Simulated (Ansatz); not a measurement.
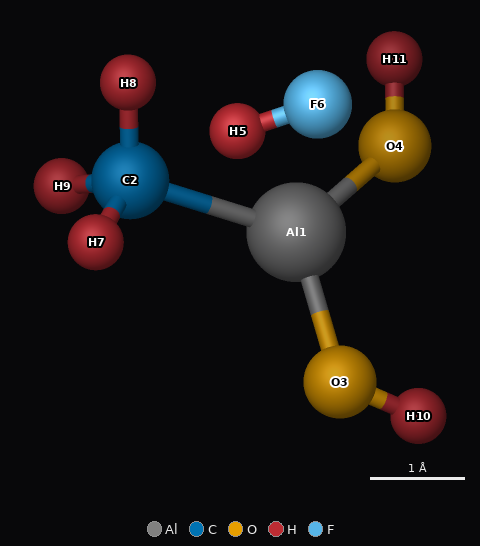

Fig. 1: The starting structure (ball-and-stick view, seen at a tilt; atoms are numbered from 1 in the order of the input). Sticks mark near contacts.

# Geometry relaxation, with input and output: CH6AlFO2 (part 1 of 3)

- system: CH6AlFO2
- method: RKS B3LYP/def2-SVP (Ansatz 0.2.0)

It belongs to a series of runs on one base structure; here: end point A relaxed. Figures and captions count atoms from 1; the log counts them from 0 in places.

**Output**
```
The last accepted step is kept in [file] (removed where the run ends without a failure and the disk answers)
Engine: ansatz 0.2.0, aarch64-unknown-linux-gnu
Functional definition: B3LYP
  parameter a0 = 0.2
  parameter ax = 0.72
  parameter ac = 0.81
  exchange = (1 - a0 - ax)*slater_x + ax*b88_x + a0*exact_x
  correlation = (1 - ac)*vwn_rpa_c + ac*lyp_c
1071 factors; integrals over basis functions are off by at most 2.7e-4 eV
mean field evaluation 1: about -14522.7622 eV, gradient 9.1e1 eV
mean field evaluation 2: about -14499.7692 eV, gradient 1.4e2 eV
mean field evaluation 4: about -14538.2283 eV, gradient 5.6e0 eV
mean field evaluation 8: about -14538.3096 eV, gradient 2.2e-1 eV
mean field -14538.30971958 eV, -534.2730277742 hartree, gradient 6.9e-5 eV, S^2 0.000000; 0 other end points of the search recorded, 0 dependent functions left out
the calculation of the forces begins
reference -14538.30996451 eV, -534.2730367754 hartree; 25, 25 occupied and 79, 79 virtual orbitals, 1071 factors
relax step   1: F+E_penalty+E_count = -14538.30971958 eV  Δ(F+E_penalty+E_count) = +0.000e0 eV  max|allowed force component| = 7.822e-1 eV/Å  Δτ_max = 0.0000 Å  (25 SCF iters, accepted)
these checks for a lower state are left out or cut short: starts, cluster_reference, orbital_swaps, neighbouring_geometries, increment
1071 factors; integrals over basis functions are off by at most 3.0e-4 eV
mean field evaluation 16: about -14538.0163 eV, gradient 1.0e1 eV
mean field -14538.34856371 eV, -534.2744552697 hartree, gradient 1.0e-5 eV, S^2 0.000000; 0 other end points of the search recorded, 0 dependent functions left out
[... from here on the field's lines of each further geometry are left out, up to the last ...]
relax step   2: F+E_penalty+E_count = -14538.34856371 eV  Δ(F+E_penalty+E_count) = -3.884e-2 eV  max|allowed force component| = 1.021e0 eV/Å  Δτ_max = 0.1961 Å  (28 SCF iters, accepted)
relax step   3: F+E_penalty+E_count = -14538.41980885 eV  Δ(F+E_penalty+E_count) = -7.125e-2 eV  max|allowed force component| = 8.444e-1 eV/Å  Δτ_max = 0.1950 Å  (27 SCF iters, accepted)
relax step   4: F+E_penalty+E_count = -14538.51207109 eV  Δ(F+E_penalty+E_count) = -9.226e-2 eV  max|allowed force component| = 2.967e-1 eV/Å  Δτ_max = 0.1956 Å  (28 SCF iters, accepted)
relax step   5: F+E_penalty+E_count = -14538.55325524 eV  Δ(F+E_penalty+E_count) = -4.118e-2 eV  max|allowed force component| = 1.398e-1 eV/Å  Δτ_max = 0.1947 Å  (29 SCF iters, accepted)
relax step   6: F+E_penalty+E_count = -14538.56479893 eV  Δ(F+E_penalty+E_count) = -1.154e-2 eV  max|allowed force component| = 1.289e-1 eV/Å  Δτ_max = 0.1055 Å  (24 SCF iters, accepted)
relax step   7: F+E_penalty+E_count = -14538.57324128 eV  Δ(F+E_penalty+E_count) = -8.442e-3 eV  max|allowed force component| = 6.712e-2 eV/Å  Δτ_max = 0.1211 Å  (28 SCF iters, accepted)
relax step   8: F+E_penalty+E_count = -14538.57574823 eV  Δ(F+E_penalty+E_count) = -2.507e-3 eV  max|allowed force component| = 7.208e-2 eV/Å  Δτ_max = 0.0596 Å  (25 SCF iters, accepted)
relax step   9: F+E_penalty+E_count = -14538.57534051 eV  Δ(F+E_penalty+E_count) = +4.077e-4 eV  max|allowed force component| = 4.412e-1 eV/Å  Δτ_max = 0.1183 Å  (28 SCF iters, rejected (line search))
relax step  10: F+E_penalty+E_count = -14538.57743766 eV  Δ(F+E_penalty+E_count) = -1.689e-3 eV  max|allowed force component| = 2.602e-2 eV/Å  Δτ_max = 0.0591 Å  (25 SCF iters, accepted)
relax step  11: F+E_penalty+E_count = -14538.57771816 eV  Δ(F+E_penalty+E_count) = -2.805e-4 eV  max|allowed force component| = 3.405e-1 eV/Å  Δτ_max = 0.0975 Å  (25 SCF iters, accepted)
relax step  12: F+E_penalty+E_count = -14538.57597854 eV  Δ(F+E_penalty+E_count) = +1.740e-3 eV  max|allowed force component| = 1.702e-1 eV/Å  Δτ_max = 0.1076 Å  (25 SCF iters, rejected (line search))
relax step  13: F+E_penalty+E_count = -14538.58031033 eV  Δ(F+E_penalty+E_count) = -2.592e-3 eV  max|allowed force component| = 9.280e-2 eV/Å  Δτ_max = 0.0538 Å  (26 SCF iters, accepted)
relax step  14: F+E_penalty+E_count = -14538.58242343 eV  Δ(F+E_penalty+E_count) = -2.113e-3 eV  max|allowed force component| = 5.598e-2 eV/Å  Δτ_max = 0.0750 Å  (25 SCF iters, accepted)
relax step  15: F+E_penalty+E_count = -14538.58431903 eV  Δ(F+E_penalty+E_count) = -1.896e-3 eV  max|allowed force component| = 3.019e-1 eV/Å  Δτ_max = 0.0914 Å  (25 SCF iters, accepted)
relax step  16: F+E_penalty+E_count = -14538.58303507 eV  Δ(F+E_penalty+E_count) = +1.284e-3 eV  max|allowed force component| = 6.496e-1 eV/Å  Δτ_max = 0.1214 Å  (28 SCF iters, rejected (line search))
relax step  17: F+E_penalty+E_count = -14538.58855285 eV  Δ(F+E_penalty+E_count) = -4.234e-3 eV  max|allowed force component| = 1.343e-1 eV/Å  Δτ_max = 0.0593 Å  (24 SCF iters, accepted)
relax step  18: F+E_penalty+E_count = -14538.59395836 eV  Δ(F+E_penalty+E_count) = -5.406e-3 eV  max|allowed force component| = 2.231e-1 eV/Å  Δτ_max = 0.0824 Å  (24 SCF iters, accepted)
relax step  19: F+E_penalty+E_count = -14538.60189733 eV  Δ(F+E_penalty+E_count) = -7.939e-3 eV  max|allowed force component| = 5.107e-1 eV/Å  Δτ_max = 0.1235 Å  (28 SCF iters, accepted)
relax step  20: F+E_penalty+E_count = -14538.62863802 eV  Δ(F+E_penalty+E_count) = -2.674e-2 eV  max|allowed force component| = 5.948e-1 eV/Å  Δτ_max = 0.1898 Å  (28 SCF iters, accepted)
relax step  21: F+E_penalty+E_count = -14538.65872773 eV  Δ(F+E_penalty+E_count) = -3.009e-2 eV  max|allowed force component| = 1.280e0 eV/Å  Δτ_max = 0.1942 Å  (28 SCF iters, accepted)
relax step  22: F+E_penalty+E_count = -14538.74262190 eV  Δ(F+E_penalty+E_count) = -8.389e-2 eV  max|allowed force component| = 1.232e0 eV/Å  Δτ_max = 0.2000 Å  (29 SCF iters, accepted)
relax step  23: F+E_penalty+E_count = -14538.86304497 eV  Δ(F+E_penalty+E_count) = -1.204e-1 eV  max|allowed force component| = 9.673e-1 eV/Å  Δτ_max = 0.1949 Å  (29 SCF iters, accepted)
relax step  24: F+E_penalty+E_count = -14539.00152851 eV  Δ(F+E_penalty+E_count) = -1.385e-1 eV  max|allowed force component| = 5.310e-1 eV/Å  Δτ_max = 0.1951 Å  (28 SCF iters, accepted)
relax step  25: F+E_penalty+E_count = -14538.98073317 eV  Δ(F+E_penalty+E_count) = +2.080e-2 eV  max|allowed force component| = 3.262e0 eV/Å  Δτ_max = 0.1949 Å  (28 SCF iters, rejected (line search))
relax step  26: F+E_penalty+E_count = -14539.05037499 eV  Δ(F+E_penalty+E_count) = -4.885e-2 eV  max|allowed force component| = 8.646e-1 eV/Å  Δτ_max = 0.0960 Å  (26 SCF iters, accepted)
relax step  27: F+E_penalty+E_count = -14539.10008307 eV  Δ(F+E_penalty+E_count) = -4.971e-2 eV  max|allowed force component| = 3.181e-1 eV/Å  Δτ_max = 0.0974 Å  (28 SCF iters, accepted)
relax step  28: F+E_penalty+E_count = -14539.16502447 eV  Δ(F+E_penalty+E_count) = -6.494e-2 eV  max|allowed force component| = 8.455e-1 eV/Å  Δτ_max = 0.1464 Å  (26 SCF iters, accepted)
relax step  29: F+E_penalty+E_count = -14539.18468069 eV  Δ(F+E_penalty+E_count) = -1.966e-2 eV  max|allowed force component| = 4.091e0 eV/Å  Δτ_max = 0.1949 Å  (33 SCF iters, accepted)
relax step  30: F+E_penalty+E_count = -14539.61252219 eV  Δ(F+E_penalty+E_count) = -4.278e-1 eV  max|allowed force component| = 1.211e0 eV/Å  Δτ_max = 0.2000 Å  (27 SCF iters, accepted)
relax step  31: F+E_penalty+E_count = -14539.76698912 eV  Δ(F+E_penalty+E_count) = -1.545e-1 eV  max|allowed force component| = 4.930e-1 eV/Å  Δτ_max = 0.2000 Å  (28 SCF iters, accepted)
relax step  32: F+E_penalty+E_count = -14539.80508924 eV  Δ(F+E_penalty+E_count) = -3.810e-2 eV  max|allowed force component| = 7.869e-1 eV/Å  Δτ_max = 0.1973 Å  (28 SCF iters, accepted)
relax step  33: F+E_penalty+E_count = -14539.83030835 eV  Δ(F+E_penalty+E_count) = -2.522e-2 eV  max|allowed force component| = 5.699e-1 eV/Å  Δτ_max = 0.0941 Å  (27 SCF iters, accepted)
relax step  34: F+E_penalty+E_count = -14539.87503205 eV  Δ(F+E_penalty+E_count) = -4.472e-2 eV  max|allowed force component| = 1.829e-1 eV/Å  Δτ_max = 0.2000 Å  (27 SCF iters, accepted)
relax step  35: F+E_penalty+E_count = -14539.88238403 eV  Δ(F+E_penalty+E_count) = -7.352e-3 eV  max|allowed force component| = 2.330e-1 eV/Å  Δτ_max = 0.0438 Å  (27 SCF iters, accepted)
relax step  36: F+E_penalty+E_count = -14539.89435430 eV  Δ(F+E_penalty+E_count) = -1.197e-2 eV  max|allowed force component| = 4.356e-1 eV/Å  Δτ_max = 0.1497 Å  (27 SCF iters, accepted)
relax step  37: F+E_penalty+E_count = -14539.88173962 eV  Δ(F+E_penalty+E_count) = +1.261e-2 eV  max|allowed force component| = 5.002e-1 eV/Å  Δτ_max = 0.1044 Å  (28 SCF iters, rejected (line search))
relax step  38: F+E_penalty+E_count = -14539.90365469 eV  Δ(F+E_penalty+E_count) = -9.300e-3 eV  max|allowed force component| = 5.006e-2 eV/Å  Δτ_max = 0.0509 Å  (28 SCF iters, accepted)
relax step  39: F+E_penalty+E_count = -14539.90571281 eV  Δ(F+E_penalty+E_count) = -2.058e-3 eV  max|allowed force component| = 6.710e-2 eV/Å  Δτ_max = 0.0455 Å  (27 SCF iters, accepted)
relax step  40: F+E_penalty+E_count = -14539.90696672 eV  Δ(F+E_penalty+E_count) = -1.254e-3 eV  max|allowed force component| = 4.281e-2 eV/Å  Δτ_max = 0.0387 Å  (28 SCF iters, accepted)
the calculation of the forces begins
reference -14539.90752119 eV, -534.3317459003 hartree; 25, 25 occupied and 79, 79 virtual orbitals, 1073 factors
relax step  41: F+E_penalty+E_count = -14539.90727253 eV  Δ(F+E_penalty+E_count) = -3.058e-4 eV  max|allowed force component| = 1.196e-2 eV/Å  Δτ_max = 0.0174 Å  (28 SCF iters, accepted)
1073 factors; integrals over basis functions are off by at most 8.9e-4 eV
mean field evaluation 288: about -14539.9073 eV, gradient 4.7e-4 eV
```

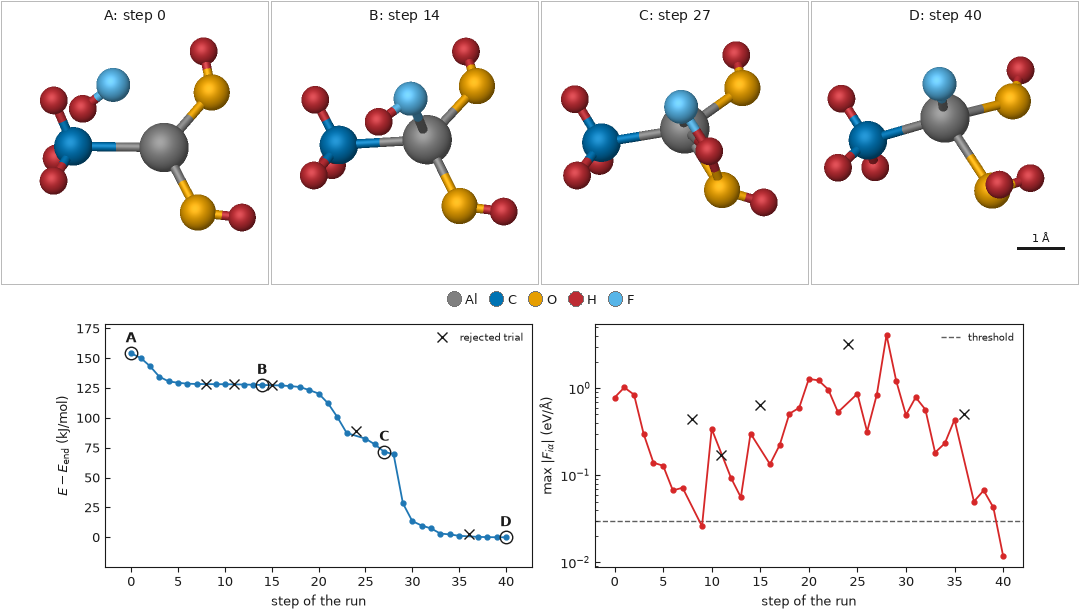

Fig. 2: Frames of the relaxation (ball-and-stick view, seen at an oblique angle) above the curves, on which the letters mark them (the first geometry is step 0 here and step 1 in the log).

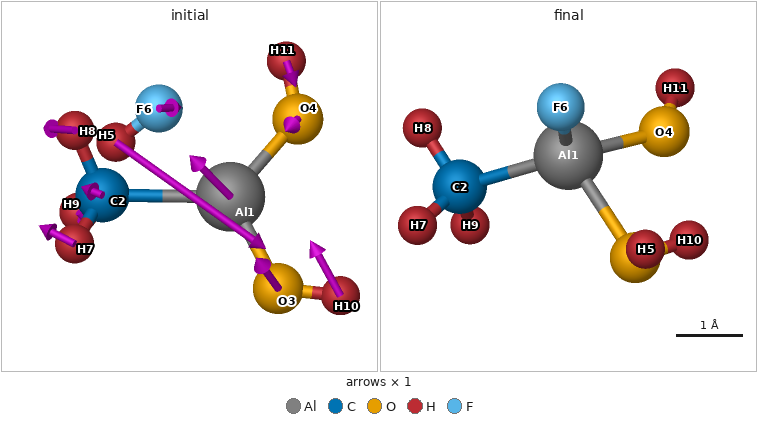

Fig. 3: Before (left) and after (right) the relaxation, at one scale (ball-and-stick view, seen at an oblique angle). The pink arrows give the displacements, at true length. H5 moves most after the best rigid fit: 2.84 Å. By element the largest moves are H 2.84 Å, Al 1.08 Å, O 0.87 Å, F 0.55 Å, C 0.43 Å. Among the contacts that change: O3–H5 3.697 → 0.972 Å, H5–F6 0.913 → 2.541 Å, Al1–F6 3.073 → 1.692 Å, Al1–O3 1.706 → 1.997 Å. New bonds form: Al1–F6 (3.07 → 1.69 Å), O3–H5 (3.70 → 0.97 Å). Bonds break: H5–F6 (0.91 → 2.54 Å). Among the angles that change: O3–Al1–O4 117.0° → 84.1°, Al1–O3–H10 122.3° → 93.3°, C2–Al1–O3 116.8° → 113.4°. After 40 geometry steps the energy has fallen by 154.1 kJ/mol. The largest force component goes from 0.78 to 0.012 eV/Å. The line search rejected the trial steps at points 8, 11, 15, 24, 36 (counted from 0) and went back. (Atoms are counted from 1 in the order of the input.)

```
mean field -14539.90727253 eV, -534.3317367625 hartree, gradient 6.0e-6 eV, S^2 0.000000; 1 other end points of the search recorded, 0 dependent functions left out
the calculation of the forces begins
reference -14539.90752119 eV, -534.3317459003 hartree; 25, 25 occupied and 79, 79 virtual orbitals, 1073 factors
Total energy: -14539.90752119 eV, -534.3317459003 hartree
Atom 0 at    -0.076473     0.119986     0.438736 Å, force    -0.008133    -0.002403    -0.000969 eV/Å
Atom 1 at     1.069493     1.139801    -0.763078 Å, force     0.007598     0.009760    -0.009219 eV/Å
Atom 2 at    -1.540551    -0.858997    -0.501894 Å, force    -0.003863     0.004114    -0.010589 eV/Å
Atom 3 at     0.340003    -1.457759     1.051082 Å, force     0.003892     0.005292     0.002468 eV/Å
Atom 4 at    -2.385255    -0.583707    -0.108417 Å, force    -0.001346     0.000055     0.000563 eV/Å
Atom 5 at    -1.127775     0.999745     1.431010 Å, force     0.001628     0.001170     0.002681 eV/Å
Atom 6 at     0.483312     1.857293    -1.363653 Å, force     0.007923    -0.009833     0.011957 eV/Å
Atom 7 at     1.808782     1.732527    -0.195357 Å, force    -0.004553    -0.008036    -0.010583 eV/Å
Atom 8 at     1.632874     0.499651    -1.463193 Å, force    -0.010042     0.007149     0.008224 eV/Å
Atom 9 at    -1.307471    -1.719556    -0.090001 Å, force     0.001882    -0.003586    -0.001036 eV/Å
Atom 10 at     1.102959    -1.729185     1.564665 Å, force     0.005014    -0.003683     0.006503 eV/Å
Dipole moment:    -0.167279    -0.482316    -0.146704 e Å
```

**Trajectory as extended XYZ (Å, eV, eV/Å), 41 frames, from step=1 to step=41**
```
11
Properties=species:S:1:pos:R:3:forces:R:3 step=1 energy=-14538.30972
Al    0.0354   -0.8140   -0.1066   -0.0373   0.1826   0.1049
C     0.6989    0.9450   -0.6784   -0.0127  -0.1109   0.1062
O    -1.2187   -1.5020   -1.0371    0.0672   0.0646   0.0137
O     0.6857   -1.7729    1.1436   -0.1206  -0.0341  -0.1339
H    -1.0627    1.7703    0.6766    0.3480   0.4172  -0.7822
F    -1.4145    1.4111    1.4390   -0.2881  -0.5429   0.6869
H    -0.0313    1.4591   -1.3271    0.0072   0.0127  -0.0117
H     0.9609    1.6031    0.1697   -0.0040  -0.0230  -0.0384
H     1.6216    0.8345   -1.2740   -0.0145  -0.0009  -0.0226
H    -1.5816   -2.3715   -0.8466   -0.0425  -0.0376   0.0026
H     1.3061   -1.5628    1.8408    0.0974   0.0724   0.0746
11
Properties=species:S:1:pos:R:3:forces:R:3 step=2 energy=-14538.34856
Al    0.0053   -0.7834   -0.0720   -0.0670   0.2713   0.1057
C     0.6936    0.9523   -0.6673    0.1248  -0.0979  -0.0434
O    -1.2295   -1.4802   -1.0212   -0.0101  -0.0129   0.0147
O     0.6772   -1.7566    1.1545   -0.0396  -0.0505   0.0156
H    -1.0641    1.8246    0.6614   -0.4007  -0.8561   0.9833
F    -1.3552    1.2413    1.3607    0.4000   0.6436  -1.0213
H    -0.0313    1.4710   -1.3185   -0.0085   0.0177  -0.0068
H     0.9737    1.6155    0.1696    0.0114  -0.0109  -0.0167
H     1.6084    0.8199   -1.2715   -0.0161   0.0282  -0.0207
H    -1.5876   -2.3547   -0.8405   -0.0151   0.0206  -0.0043
H     1.3095   -1.5500    1.8447    0.0209   0.0471  -0.0062
11
Properties=species:S:1:pos:R:3:forces:R:3 step=3 energy=-14538.41981
Al   -0.0297   -0.7278   -0.0322   -0.0644   0.2617   0.0641
C     0.7108    0.9678   -0.6759    0.1170  -0.0983  -0.0677
O    -1.2519   -1.4325   -0.9928   -0.0537  -0.0373   0.0027
O     0.6558   -1.7159    1.1754   -0.0144  -0.0478   0.1000
H    -1.0567    1.7413    0.6801   -0.3350  -0.8444   0.7045
F    -1.3502    1.0628    1.2822    0.3454   0.5756  -0.7451
H    -0.0123    1.4951   -1.3228    0.0067   0.0430  -0.0071
H     1.0188    1.6355    0.1475    0.0364   0.0418  -0.0250
H     1.6119    0.8045   -1.2934   -0.0304   0.0254   0.0044
H    -1.6018   -2.3124   -0.8211   -0.0059   0.0461   0.0012
H     1.3054   -1.5186    1.8529   -0.0017   0.0344  -0.0319
11
Properties=species:S:1:pos:R:3:forces:R:3 step=4 energy=-14538.51207
Al   -0.0742   -0.6567    0.0160    0.0068   0.1373   0.0215
C     0.7336    0.9890   -0.6868    0.0478  -0.0674   0.0050
O    -1.2808   -1.3709   -0.9595   -0.0941  -0.0466  -0.0193
O     0.6231   -1.6642    1.2031    0.0287  -0.0323   0.1781
H    -1.0644    1.5855    0.6680   -0.1062  -0.2539   0.2321
F    -1.3276    0.8761    1.2286    0.1410   0.0271  -0.2967
H     0.0159    1.5283   -1.3308    0.0383   0.0813  -0.0292
H     1.0751    1.6658    0.1178    0.0446   0.0637  -0.0646
H     1.6192    0.7870   -1.3166   -0.0755   0.0001   0.0376
H    -1.6185   -2.2583   -0.8005    0.0069   0.0714   0.0070
H     1.2986   -1.4819    1.8605   -0.0382   0.0193  -0.0715
```
